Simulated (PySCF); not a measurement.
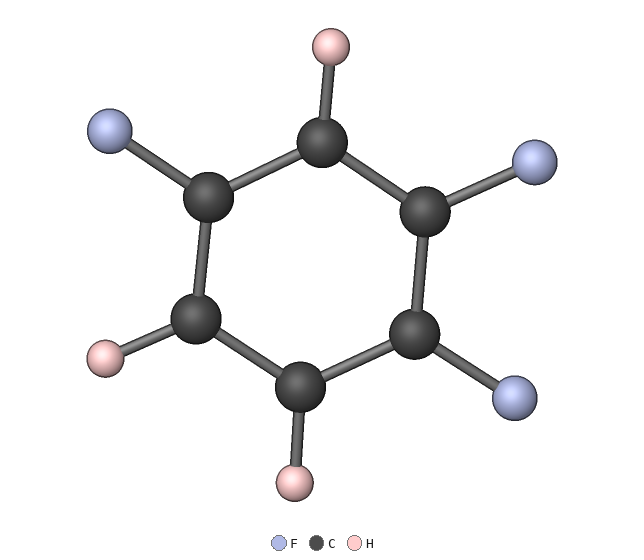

Simulated data, not a measurement (program: PySCF).

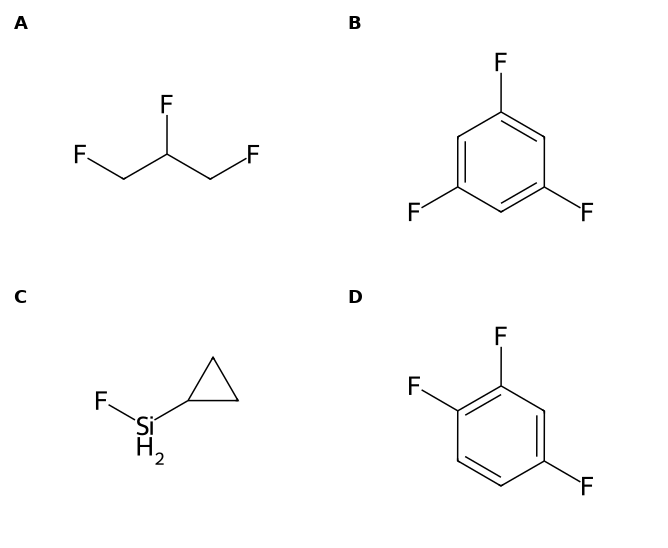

> The first picture shows one of the molecules drawn in the second. Which?

D, `Fc1ccc(F)c(F)c1`.
